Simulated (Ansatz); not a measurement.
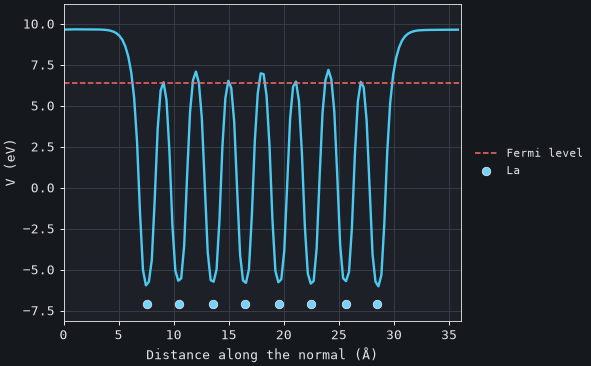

Plane-averaged electrostatic potential energy of an electron across the slab; circles at the bottom mark the heights of the atoms (positions after relaxation).

Input of the run:

```
crystal:
  lattice:
    - [3.7825490763, 0.0, 0.0]
    - [-1.8912745382, 3.2757835912, 0.0]
    - [0.0, 0.0, 36.0676348513]
  atoms:
    - { symbol: La, position: [0.3333333333, 0.6666666667, 0.2079426619] }
    - { symbol: La, position: [0.0, 0.0, 0.2913876157] }
    - { symbol: La, position: [0.6666666667, 0.3333333333, 0.3748325694] }
    - { symbol: La, position: [0.0, 0.0, 0.4582775231] }
    - { symbol: La, position: [0.3333333333, 0.6666666667, 0.5417224769] }
    - { symbol: La, position: [0.0, 0.0, 0.6251674306] }
    - { symbol: La, position: [0.6666666667, 0.3333333333, 0.7086123843] }
    - { symbol: La, position: [0.0, 0.0, 0.7920573381] }
basis:
  ecutwfc: 500
kpoints:
  mp_grid: { grid: [9, 9, 1] }
hamiltonian:
  xc: r2scan
scf:
  occupations: { method: gaussian, width: 0.1 }
output:
  forces: true
  eigenvalues: true
  write_density: true
  write_potential: true
  elf: true
  volumetric_format: npy
relax:
  adjacent_minimum: "off"
  f_tol: 0.02
  max_steps: 60
efield:
  axis: 3
  dipole_correction: true
  ramp_width: 0.04
```

Command:
```bash
ansatz run input.yaml --threads 8 --pin off --max-ram 14336MiB --backend cpu --events-out ev --progress --plain --runs-dir out
```

**Read off the work function of each face.**

The work function is 3.22 eV, the same on both faces. The two vacuum levels agree, so the slab has no net dipole along its normal.

**How thick are slab and vacuum?**

The outermost atoms are 20.9 Å apart, which leaves 15.2 Å of vacuum in a cell 36.1 Å high.
